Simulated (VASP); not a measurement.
Band structure of Al2Os (space group I4/mmm). All values below come from PBEsol GGA with spin-orbit coupling, VASP's PBE PAW potentials (set 64) (plane waves; VASP).

The path is coarsely sampled, so an indirect gap can come out somewhat too large.

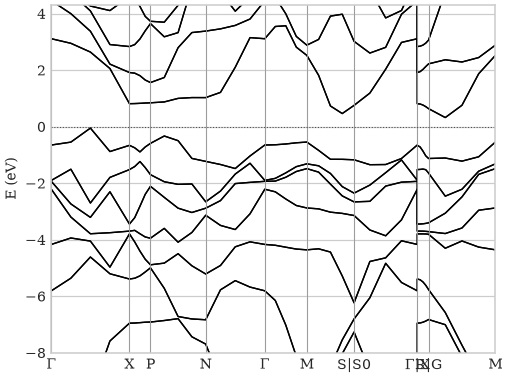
Fig. 1. Bands along high-symmetry lines, zero at the valence-band maximum or, without a gap, the Fermi level

Task: Read the plot: is there a gap, and where are the band edges?

Result: The gap is indirect, 0.32 eV, from the valence maximum at (-0.22, 0.22, 0.00) to the conduction minimum at G-M at 0.25.

The structure comes from a computed database's Al2Os entry (I4/mmm); how it stands against other phases isn't given here. It was relaxed first.
